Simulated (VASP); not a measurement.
Band structure of SnS (space group Cmcm). Calculation: PBEsol GGA with spin-orbit coupling, VASP's PBE PAW potentials (set 64) (plane waves; VASP).

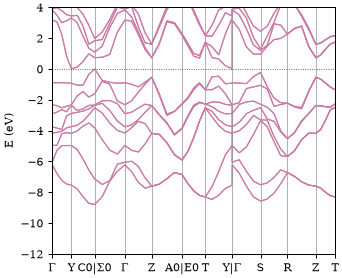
*Bands along high-symmetry lines, zero at the valence-band maximum or, without a gap, the Fermi level*

Q: Read the plot: is there a gap, and where are the band edges?

A: The gap is indirect, 0.01 eV, from the valence maximum at C0 to the conduction minimum at Y.

The structure comes from a measured SnS entry (Cmcm) of the Crystallography Open Database, whose conditions weren't checked. It was relaxed first, which changed the volume by -7 %.
